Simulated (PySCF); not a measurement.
# [La(NH3)2]3+: how settings move a single point

Aim: repeat the single point on relaxed [La(NH3)2]3+ with altered settings, some of them bad on purpose. The structure is generated, not taken from experiment.

Method: BP86, La lcecp-1-SVP with ECP46, N def2-SVP, H def2-SVP; scalar-relativistic core potentials, no spin–orbit coupling; program: PySCF 2.14.0.

3 further runs of the same task are left out: 2 for a known fault of the program, 1 that didn't finish.

### Step 1. The starting structure

9 atoms, charge 3, spin multiplicity 1.

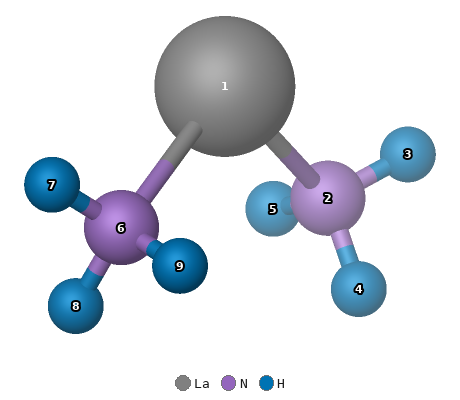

The geometry (lanthanum grey, nitrogen purple, hydrogen blue); atoms are numbered from 1 in the order of the file.

Coordinates:

```tsv
atom	x (Å)	y (Å)	z (Å)
La1	1.1610	-0.1132	0.0001
N2	-0.1994	0.0190	2.1318
H3	0.2858	0.4947	2.9326
H4	-1.1124	0.5333	2.0779
H5	-0.4788	-0.9016	2.5525
N6	-0.1992	0.0160	-2.1322
H7	0.2728	-0.3910	-2.9775
H8	-1.1262	-0.4755	-2.1276
H9	-0.4530	0.9818	-2.4576
```

Formal oxidation states: La +3. The 4f shell is empty and lies in the core potential. An earlier session relaxed this geometry at BP86, La lcecp-1-SVP with ECP46, N def2-SVP, H def2-SVP (singlet, point group C1).

The sound run used a (50, 194) grid (finer on f atoms), a threshold of 1e-8 and at most 55 cycles, and ended at -143.560831 Eh.

### Step 2. Try 1

run.py (the lines that set the calculation) reads:

```python
mol = gto.M(atom='''
La     1.30034    -0.12675     0.00013
N     -0.22333     0.02131     2.38764
H      0.32015     0.55410     3.28450
H     -1.24593     0.59734     2.32726
H     -0.53630    -1.00985     2.85880
N     -0.22309     0.01789    -2.38803
H      0.30553    -0.43790    -3.33484
H     -1.26137    -0.53259    -2.38290
H     -0.50739     1.09956    -2.75256''',
    basis={'La': 'lcecp-1-SVP', 'N': 'def2-SVP', 'H': 'def2-SVP'},
    ecp={'La': 'lcecp-1-SVP'},
    charge=3, spin=0)
mf = dft.RKS(mol, xc='B88,P86')
mf.grids.atom_grid = (50, 194)  # f atoms: unpruned, at least (60, 302)
mf = mf.density_fit()  # fitting sets: La AutoAux, N def2-universal-JKFIT, H def2-universal-JKFIT
mf.conv_tol = 1e-08; mf.max_cycle = 55
mf.kernel(dm0)  # dm0: free metal ions and neutral atoms
```

The run is started by

```bash
> OMP_NUM_THREADS=2 python run.py
```

Output:

```text
init E= -136.360551226128
  HOMO = -1.23224738848237  LUMO = -0.669633116403636  gap/eV = 15.30951
cycle= 1 E= -141.214617334722  delta_E= -4.85  |g|= 3.12  |ddm|= 2.78
  HOMO = -0.612293535690904  LUMO = -0.57234325861637  gap/eV = 1.08710
cycle= 2 E= -120.956813827492  delta_E= 20.3  |g|= 4.59  |ddm|= 9.35
  HOMO = -0.757814210598532  LUMO = -0.680458729428989  gap/eV = 2.10495
cycle= 3 E= -142.638759886007  delta_E= -21.7  |g|= 1.49  |ddm|= 9.57
  HOMO = -0.889153615740461  LUMO = -0.599335106614449  gap/eV = 7.88636
cycle= 4 E= -143.33518582407  delta_E= -0.696  |g|= 0.712  |ddm|= 2.33
  HOMO = -0.813341338664452  LUMO = -0.694061452943135  gap/eV = 3.24577
cycle= 5 E= -143.479861981257  delta_E= -0.145  |g|= 0.172  |ddm|= 1.05
  HOMO = -0.805536940173926  LUMO = -0.674941385697381  gap/eV = 3.55369
cycle= 6 E= -143.490190216667  delta_E= -0.0103  |g|= 0.0384  |ddm|= 0.287
  HOMO = -0.810535783544651  LUMO = -0.678971390610265  gap/eV = 3.58005
cycle= 7 E= -143.49066317462  delta_E= -0.000473  |g|= 0.00697  |ddm|= 0.0507
  HOMO = -0.810214246630132  LUMO = -0.679248019985138  gap/eV = 3.56377
cycle= 8 E= -143.49067044874  delta_E= -7.27e-06  |g|= 0.00502  |ddm|= 0.0088
  HOMO = -0.810205504260936  LUMO = -0.679242821161765  gap/eV = 3.56368
cycle= 9 E= -143.490676379984  delta_E= -5.93e-06  |g|= 0.00133  |ddm|= 0.00451
  HOMO = -0.810127376279688  LUMO = -0.679197155661606  gap/eV = 3.56279
cycle= 10 E= -143.490676782898  delta_E= -4.03e-07  |g|= 0.000225  |ddm|= 0.000944
  HOMO = -0.810115555256182  LUMO = -0.679222613716286  gap/eV = 3.56178
cycle= 11 E= -143.490676800726  delta_E= -1.78e-08  |g|= 1.95e-05  |ddm|= 0.000335
  HOMO = -0.81011509124757  LUMO = -0.679221537877306  gap/eV = 3.56180
cycle= 12 E= -143.490676800837  delta_E= -1.11e-10  |g|= 4.89e-06  |ddm|= 2.54e-05
  HOMO = -0.810114078921244  LUMO = -0.67922152520165  gap/eV = 3.56177
Extra cycle  E= -143.490676800812  delta_E= 2.47e-11  |g|= 1.1e-05  |ddm|= 1.29e-05
converged SCF energy = -143.490676800812
```

It took 4.6 s on 2 threads of Arm Neoverse V1, shared host.

Changed: the scale of all coordinates (1.12). It converges in 12 cycles, +1.909 eV from the sound run, with a largest force component of 3.04 eV/Å. The setting is unsound, so these numbers aren't the compound's.

### Step 3. Try 2

run.py (the lines that set the calculation) reads:

```python
mol = gto.M(atom='''
La     1.16101    -0.11317     0.00012
N     -0.19940     0.01903     2.13182
H      0.28585     0.49473     2.93259
H     -1.11244     0.53334     2.07791
H     -0.47884    -0.90165     2.55250
N     -0.19919     0.01597    -2.13217
H      0.27280    -0.39098    -2.97754
H     -1.12622    -0.47553    -2.12759
H     -0.45303     0.98175    -2.45764''',
    basis={'La': 'lcecp-1-SVP', 'N': 'def2-SVP', 'H': 'def2-SVP'},
    ecp={'La': 'lcecp-1-SVP'},
    charge=3, spin=0)
mf = dft.RKS(mol, xc='B88,P86')
mf.grids.atom_grid = (50, 194)  # f atoms: unpruned, at least (60, 302)
mf = mf.density_fit()  # fitting sets: La AutoAux, N def2-universal-JKFIT, H def2-universal-JKFIT
mf.conv_tol = 0.001; mf.max_cycle = 55
mf.kernel(dm0)  # dm0: free metal ions and neutral atoms
```

The run is started by

```bash
> OMP_NUM_THREADS=2 python run.py
```

Output:

```text
init E= -136.547293164005
  HOMO = -1.30318043060803  LUMO = -0.705370474514426  gap/eV = 16.26724
cycle= 1 E= -141.589092793054  delta_E= -5.04  |g|= 3.01  |ddm|= 2.98
  HOMO = -0.626154182846635  LUMO = -0.624366588765128  gap/eV = 0.04864
cycle= 2 E= -124.884883458241  delta_E= 16.7  |g|= 5.39  |ddm|= 7.62
  HOMO = -0.848967408228805  LUMO = -0.571586961175495  gap/eV = 7.54791
cycle= 3 E= -143.120160027725  delta_E= -18.2  |g|= 1.13  |ddm|= 7.49
  HOMO = -0.888332764706046  LUMO = -0.709122616658491  gap/eV = 4.87656
cycle= 4 E= -143.543904796807  delta_E= -0.424  |g|= 0.238  |ddm|= 2.36
  HOMO = -0.862549049923209  LUMO = -0.683859607652424  gap/eV = 4.86239
cycle= 5 E= -143.559331362449  delta_E= -0.0154  |g|= 0.075  |ddm|= 0.372
  HOMO = -0.862788901785676  LUMO = -0.679179570323824  gap/eV = 4.99626
cycle= 6 E= -143.560319663969  delta_E= -0.000988  |g|= 0.047  |ddm|= 0.104
  HOMO = -0.8668927551624  LUMO = -0.679708678043841  gap/eV = 5.09354
cycle= 7 E= -143.560795591524  delta_E= -0.000476  |g|= 0.0122  |ddm|= 0.0441
  HOMO = -0.868043215534409  LUMO = -0.680881775010002  gap/eV = 5.09292
Extra cycle  E= -143.560716862358  delta_E= 7.87e-05  |g|= 0.0223  |ddm|= 0.0282
converged SCF energy = -143.560716862358
```

It took 4 s on 2 threads of Arm Neoverse V1, shared host.

Changed: the SCF threshold (0.001). It converges in 7 cycles, +0.003 eV from the sound run, with a largest force component of 0.09 eV/Å. The result survives the change.

### Step 4. Try 3

Edit run.py (the lines that set the calculation) of step 3 so:

```diff
@@ -16,3 +16,3 @@
 mf = mf.density_fit()  # fitting sets: La AutoAux, N def2-universal-JKFIT, H def2-universal-JKFIT
-mf.conv_tol = 0.001; mf.max_cycle = 55
-mf.kernel(dm0)  # dm0: free metal ions and neutral atoms
+mf.conv_tol = 1e-08; mf.max_cycle = 55
+mf.kernel(dm0)  # dm0: smeared density
```

The run is started by

```bash
> OMP_NUM_THREADS=2 python run.py
```

Output:

```text
init E= -143.522533029479
  HOMO = -0.875077972840491  LUMO = -0.673001601638642  gap/eV = 5.49878
cycle= 1 E= -143.559087761876  delta_E= -0.0366  |g|= 0.0721  |ddm|= 0.124
  HOMO = -0.856979792011202  LUMO = -0.688566478876688  gap/eV = 4.58276
cycle= 2 E= -143.554384494093  delta_E= 0.0047  |g|= 0.158  |ddm|= 0.265
  HOMO = -0.868205449165285  LUMO = -0.682875626179821  gap/eV = 5.04308
cycle= 3 E= -143.560799272178  delta_E= -0.00641  |g|= 0.00783  |ddm|= 0.144
  HOMO = -0.867906862890681  LUMO = -0.680358164528682  gap/eV = 5.10346
cycle= 4 E= -143.56083127999  delta_E= -3.2e-05  |g|= 0.00111  |ddm|= 0.0192
  HOMO = -0.868039898370267  LUMO = -0.680486056398794  gap/eV = 5.10360
cycle= 5 E= -143.560831413897  delta_E= -1.34e-07  |g|= 0.000155  |ddm|= 0.00137
  HOMO = -0.868051214086749  LUMO = -0.680492170384467  gap/eV = 5.10374
cycle= 6 E= -143.56083141928  delta_E= -5.38e-09  |g|= 3.45e-05  |ddm|= 0.000136
  HOMO = -0.868053805013763  LUMO = -0.68049011544956  gap/eV = 5.10387
Extra cycle  E= -143.560831418774  delta_E= 5.06e-10  |g|= 5.85e-05  |ddm|= 7.95e-05
converged SCF energy = -143.560831418774
```

Wall time 3.8 s (2 threads of Arm Neoverse V1, shared host).

Changed: the starting guess (smeared density). It converges in 6 cycles, at the sound run's energy within 0.001 eV, with a largest force component of 0.01 eV/Å. The result survives the change.

### Step 5. Try 4

Edit run.py (the lines that set the calculation) of step 4 so:

```diff
@@ -14,5 +14,5 @@
 mf = dft.RKS(mol, xc='B88,P86')
-mf.grids.atom_grid = (50, 194)  # f atoms: unpruned, at least (60, 302)
+mf.grids.atom_grid = (15, 26)  # f atoms: unpruned
 mf = mf.density_fit()  # fitting sets: La AutoAux, N def2-universal-JKFIT, H def2-universal-JKFIT
 mf.conv_tol = 1e-08; mf.max_cycle = 55
-mf.kernel(dm0)  # dm0: smeared density
+mf.kernel(dm0)  # dm0: free metal ions and neutral atoms
```

The run is started by

```bash
> OMP_NUM_THREADS=2 python run.py
```

Output:

```text
init E= -136.533449411681
  HOMO = -1.31029203258012  LUMO = -0.708934685664977  gap/eV = 16.36377
cycle= 1 E= -141.575061022247  delta_E= -5.04  |g|= 3.02  |ddm|= 3.01
cycle= 2 E= -125.226244346097  delta_E= 16.3  |g|= 5.33  |ddm|= 7.19
  HOMO = -0.843274076109985  LUMO = -0.585946105240133  gap/eV = 7.00225
cycle= 3 E= -143.114292805286  delta_E= -17.9  |g|= 1.13  |ddm|= 7.04
  HOMO = -0.88769521122155  LUMO = -0.71068756095837  gap/eV = 4.81662
cycle= 4 E= -143.538180139224  delta_E= -0.424  |g|= 0.259  |ddm|= 2.35
  HOMO = -0.859305102872085  LUMO = -0.686871714131058  gap/eV = 4.69215
cycle= 5 E= -143.552382443843  delta_E= -0.0142  |g|= 0.136  |ddm|= 0.39
  HOMO = -0.862456261667464  LUMO = -0.682395978791183  gap/eV = 4.89969
cycle= 6 E= -143.555614997951  delta_E= -0.00323  |g|= 0.0717  |ddm|= 0.162
  HOMO = -0.868939810947895  LUMO = -0.681700555539472  gap/eV = 5.09504
cycle= 7 E= -143.556790575314  delta_E= -0.00118  |g|= 0.00946  |ddm|= 0.0625
  HOMO = -0.870063297307249  LUMO = -0.682688189643327  gap/eV = 5.09874
cycle= 8 E= -143.556814020019  delta_E= -2.34e-05  |g|= 0.00158  |ddm|= 0.0106
  HOMO = -0.87008001976221  LUMO = -0.682669180503113  gap/eV = 5.09971
cycle= 9 E= -143.556814606575  delta_E= -5.87e-07  |g|= 0.000256  |ddm|= 0.00137
  HOMO = -0.870083496939326  LUMO = -0.682634505867188  gap/eV = 5.10075
cycle= 10 E= -143.556814625217  delta_E= -1.86e-08  |g|= 4.11e-05  |ddm|= 0.000394
  HOMO = -0.870083482196289  LUMO = -0.682633085821905  gap/eV = 5.10079
cycle= 11 E= -143.556814625685  delta_E= -4.68e-10  |g|= 6.52e-06  |ddm|= 5.08e-05
  HOMO = -0.870084886723813  LUMO = -0.68263470160686  gap/eV = 5.10078
Extra cycle  E= -143.556814625688  delta_E= -2.96e-12  |g|= 6.69e-06  |ddm|= 1.35e-05
converged SCF energy = -143.556814625688
```

Run time: 3.1 s. Hardware: 2 threads of Arm Neoverse V1, shared host.

Changed: the integration grid, to (15, 26). It converges in 11 cycles, +0.109 eV from the sound run, with a largest force component of 4.08 eV/Å. The setting is unsound, so these numbers aren't the compound's.

### Step 6. Side by side

| run | changed | ending | energy change (eV) | cycles | time | usable |
| --- | --- | --- | --- | --- | --- | --- |
| 1 | the scale of all coordinates | converged | +1.909 | 12 | 4.6 s | no |
| 2 | the SCF threshold | converged | +0.003 | 7 | 4 s | yes |
| 3 | the starting guess | converged | 0.000 | 6 | 3.8 s | yes |
| 4 | the integration grid | converged | +0.109 | 11 | 3.1 s | no |

2 of 4 altered runs give a usable result. 2 ended normally with numbers unfit to quote.
